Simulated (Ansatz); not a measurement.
# ClF$_{2}$HOSi$_{2}$: what the fields show

```yaml
atoms:
  - { symbol: Cl, position_ang: [-0.9426, 2.8112, 0.7627] }
  - { symbol: F, position_ang: [-0.3513, -1.4136, -1.8908] }
  - { symbol: F, position_ang: [-1.8933, -2.0852, 0.0611] }
  - { symbol: O, position_ang: [-0.2853, -0.0384, 0.3353] }
  - { symbol: Si, position_ang: [-1.2601, -0.8414, -0.7113] }
  - { symbol: Si, position_ang: [0.3506, 1.1850, 1.2511] }
  - { symbol: H, position_ang: [-2.3219, 0.0085, -1.2575] }
```

Geometry: B3LYP/6-31G*.

Method: isolated molecule in a Gaussian basis; Kohn-Sham density functional theory, functional PBE0 (Ansatz 0.2.0).

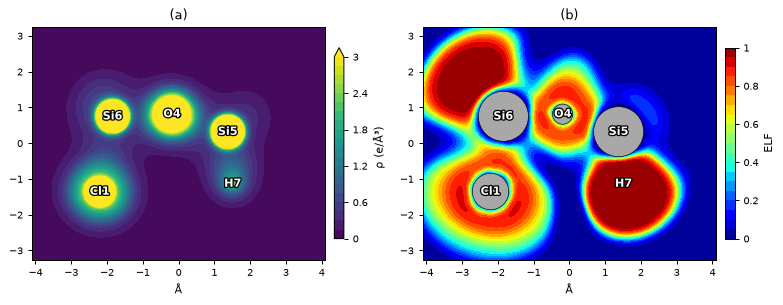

Figure 1. (a) total electron density; (b) electron localisation function on the plane of atoms O4, Si5 and H7. Grey discs cover the atomic cores in the ELF map.

> Describe what can be read from this map.

The plane passes through Cl, O, Si and H nuclei.
Si–O (1.64 Å): ρ at the midpoint is about 1.1 e/Å³; the ELF peaks at about 0.85 between the atoms (a polar covalent bond).
Si–Cl (2.13 Å): the density is about 0.74 e/Å³ at the midpoint; the ELF peaks at about 0.85 between the atoms: a shared but strongly polarised pair.
Si–H (1.47 Å): the density is about 0.84 e/Å³ at the midpoint; the ELF climbs to about 1 towards the hydrogen, as it does in any bond to H.
The ELF also peaks beside Cl1, O4 and Si6, away from the bonds: lone-pair regions.

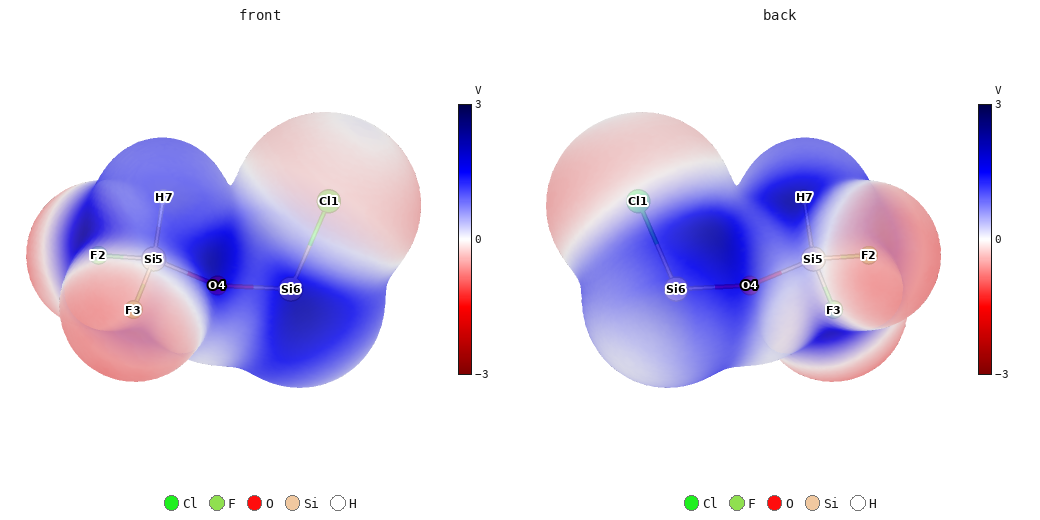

Figure 2. The electrostatic potential painted on the density surface at 0.002 e/bohr³, seen from the front and from behind; the colour scale runs from red (negative) to blue (positive).

> Which sites attract a positive test charge, and which a negative one?

A positive charge is drawn to the negative regions and a negative charge to the positive ones. The most negative region (about −0.7 V) lies over F2 and F3, the most positive (about +2.1 V) over Si5 and Si6.

> How polar is the molecule by this calculation?

Its dipole moment is 0.50 D.

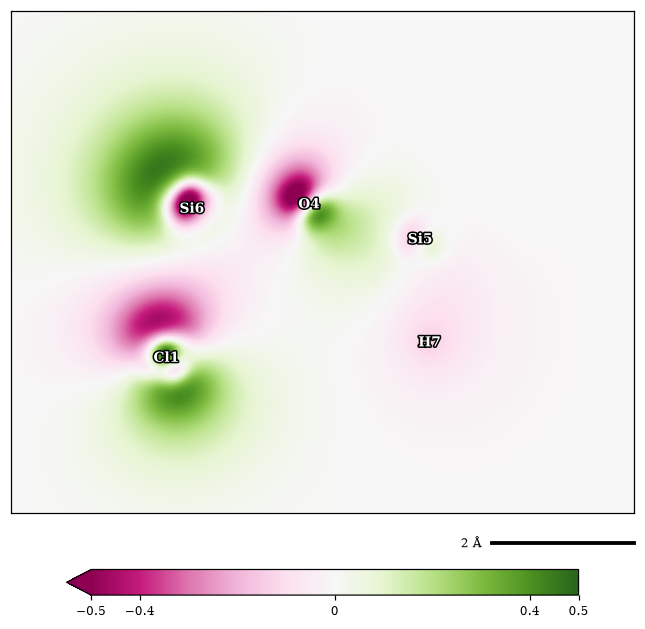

Figure 3. The HOMO on the plane of atoms O4, Si5 and H7 (values in Å⁻³ᐟ²; the overall sign is arbitrary).

> Describe this orbital and give its energy.

Its weight (Hirshfeld) is mainly on Si6 (about 65 %), Cl1 (about 25 %) and O4 (about 5 %). Its energy is −8.00 eV.
